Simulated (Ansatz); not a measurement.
CH8MgSi: several calculations on one system

**1. Relaxation**

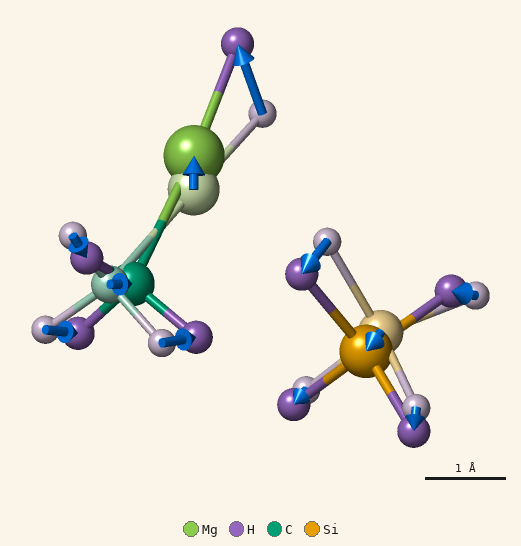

This is a relaxation of CH₈MgSi. The starting structure is drawn faded, the final one solid; blue arrows show the displacements, at their true length. The two geometries are superimposed by the best rigid fit.

The picture is a ball-and-stick view, seen from a free direction.

The run prepares an end point of a later path (reaction) calculation, from a guessed geometry.

Method: RKS PBE-D4/def2-SVP (Ansatz 0.2.0).

Input
```yaml
crystal:
  periodic: [false, false, false]
  atoms:
    - { symbol: Mg, position_ang: [0.954403, -0.775995, 0.961893] }
    - { symbol: H, position_ang: [0.612333, -2.17667, 0.027742] }
    - { symbol: C, position_ang: [1.359366, 0.958458, 2.085032] }
    - { symbol: H, position_ang: [-0.547241, -1.098014, -1.082669] }
    - { symbol: Si, position_ang: [-1.440516, -0.388388, -1.991124] }
    - { symbol: H, position_ang: [2.026116, 1.661512, 1.540568] }
    - { symbol: H, position_ang: [0.43514, 1.520552, 2.339955] }
    - { symbol: H, position_ang: [1.863452, 0.711766, 3.044655] }
    - { symbol: H, position_ang: [-0.636796, 0.41283, -2.980023] }
    - { symbol: H, position_ang: [-2.326583, 0.552803, -1.218045] }
    - { symbol: H, position_ang: [-2.299573, -1.378855, -2.728083] }
basis:
  gaussian: { orbitals: def2-SVP }
hamiltonian:
  xc: pbe
  dispersion: d4
relax:
  f_tol: 0.03
  max_steps: 50
```

Command:
```bash
ansatz run input.yaml --threads 2 --pin off --max-ram 3072MiB --backend cpu --events-out ev --progress --plain --runs-dir out
```

Which element moves most?

Answer. Hydrogen: up to 0.97 Å, against 0.43 Å for magnesium.

What did the optimiser do to the structure, and how much energy did it gain?

Answer. H2 moves most after the best rigid fit: 0.97 Å. Largest moves by element: H 0.97 Å, Mg 0.43 Å, C 0.43 Å, Si 0.38 Å. Among the contacts that change: Mg1–H4 2.557 → 2.400 Å, H4–Si5 1.458 → 1.509 Å, Si5–H10 1.506 → 1.501 Å. Among the angles between lasting bonds that change: H2–Mg1–C3 179.1° → 175.1°. After 9 geometry steps the energy has fallen by 21.0 kJ/mol. Largest force component: 0.76 eV/Å at the start, 0.019 eV/Å at the end.

**2. Relaxation**

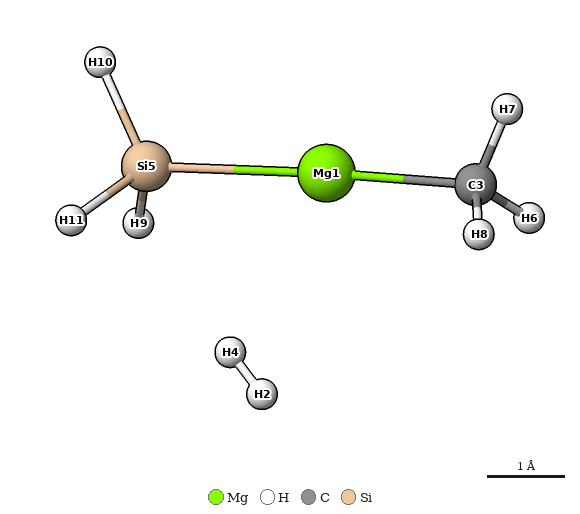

CH₈MgSi, before the relaxation. A ball-and-stick model, seen at a tilt.

The run prepares an end point of a later path (reaction) calculation, from a guessed geometry.

Method: Ansatz, RKS PBE-D4/def2-SVP.

Input
```yaml
crystal:
  periodic: [false, false, false]
  atoms:
    - { symbol: Mg, position_ang: [-0.141622, 0.451232, 0.457426] }
    - { symbol: H, position_ang: [1.409668, -1.729818, -0.9405] }
    - { symbol: C, position_ang: [1.088001, 0.901791, 2.099355] }
    - { symbol: H, position_ang: [0.781637, -1.486159, -1.157969] }
    - { symbol: Si, position_ang: [-1.555165, -0.143266, -1.557702] }
    - { symbol: H, position_ang: [2.032008, 1.396986, 1.783531] }
    - { symbol: H, position_ang: [0.590242, 1.583202, 2.821967] }
    - { symbol: H, position_ang: [1.375181, -0.014047, 2.660642] }
    - { symbol: H, position_ang: [-0.799226, 0.074469, -2.854626] }
    - { symbol: H, position_ang: [-2.870473, 0.58349, -1.739673] }
    - { symbol: H, position_ang: [-1.91015, -1.61788, -1.572548] }
basis:
  gaussian: { orbitals: def2-SVP }
hamiltonian:
  xc: pbe
  dispersion: d4
relax:
  f_tol: 0.03
  max_steps: 50
```

Run as
```bash
ansatz run input.yaml --threads 2 --pin off --max-ram 3072MiB --backend cpu --events-out ev --progress --plain --runs-dir out
```

Where does the relaxation end?

Answer. H2 moves most after the best rigid fit: 0.89 Å. By element the largest moves are H 0.89 Å, Si 0.24 Å, C 0.19 Å, Mg 0.18 Å. Some distances before and after: H2–H4 0.708 → 0.772 Å, Mg1–Si5 2.532 → 2.594 Å, Mg1–C3 2.100 → 2.105 Å. Among the angles between lasting bonds that change: Mg1–Si5–H10 117.9° → 114.5°. After 9 geometry steps the energy has fallen by 13.2 kJ/mol. The largest force component goes from 2.3 to 0.008 eV/Å.

Step by step:

```csv
step,"E − E(0), kJ/mol","largest force component, eV/Å"
0,0.00,2.3499
1,-10.74,0.0601
2,-11.15,0.0468
3,-11.41,0.3829
4,-12.06,0.1873
5,-12.61,0.0306
6,-12.76,0.3155
7,-13.11,0.0616
8,-13.16,0.0086
9,-13.19,0.0080
```

Final geometry:

```xyz
11

Mg   -0.1498    0.3437    0.3156
H     1.8077   -1.4000   -0.2167
C     1.0916    0.7786    1.9588
H     1.3595   -1.5662   -0.8230
Si   -1.7575   -0.1020   -1.6706
H     2.0600    1.2232    1.6398
H     0.6253    1.4999    2.6637
H     1.3357   -0.1327    2.5478
H    -1.1178    0.1568   -3.0204
H    -3.0180    0.7375   -1.6603
H    -2.2366   -1.5388   -1.7349
```

After the run, drawn alike:

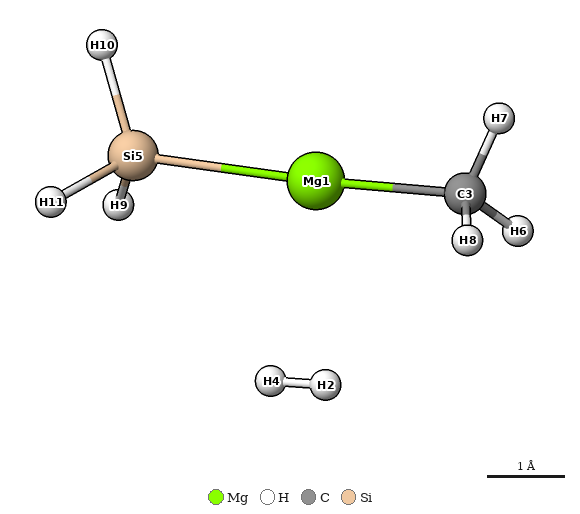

Limits of the set-up: the start holds two separate molecules, 2.7 Å apart at their closest, whose relative position is a soft coordinate.

**3. Path**

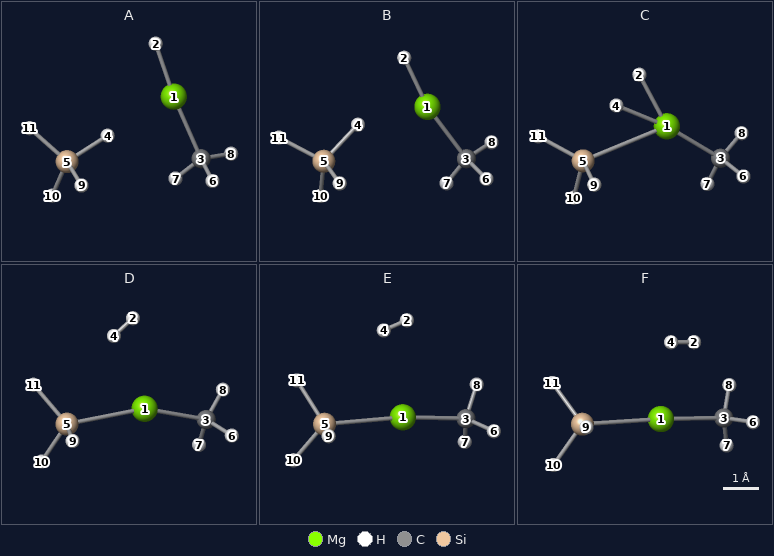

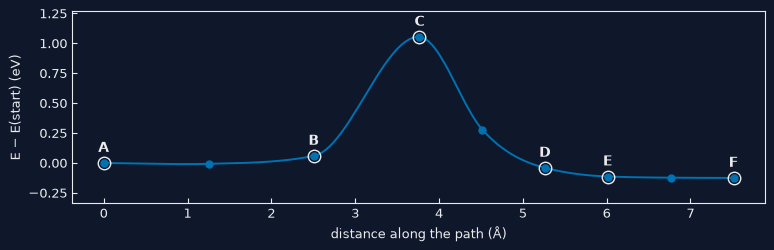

NEB run on CH8MgSi, made up at the start of CH4Mg and SiH$_{4}$. Images are numbered from 0 (start) to 8 (end). Frames A to F are images 0, 2, 3, 5, 6, 8. A ball-and-stick model, seen from a free direction.

The calculation used RKS PBE-D4/def2-SVP (Ansatz). Set-up: 7 movable images; climbing image; force threshold 0.05 eV/Å; iteration limit 60; starting path through a guess of the saddle point.

> Describe the mechanism and the energy profile.

Breaking: H4–Si5 (1.51 → 1.91 at the top → 3.55 Å), Mg1–H2 (1.72 → 1.85 at the top → 2.67 Å). Forming: H2–H4 (3.06 → 1.14 at the top → 0.77 Å), Mg1–Si5 (3.91 → 2.88 at the top → 2.59 Å). The energy climbs by 1.05 eV to image 3 and then falls by 1.18 eV, so the end point sits at −0.12 eV. The band converged in 18 iterations. The largest component of the band force went from 8.5 to 0.048 eV/Å. The climbing image converged on the top of the path. Its vibrational analysis gives one imaginary mode (1078i cm⁻¹), as a transition state must have.

Limits of the set-up: the start holds two separate molecules, 2.4 Å apart at their closest, whose relative position is a soft coordinate.

The run took 3.4 min on 2 threads of Intel(R) Xeon(R) Platinum 8259CL CPU @ 2.50GHz (Skylake/Cascade Lake), with other jobs on the host, peak memory 0.17 GiB.
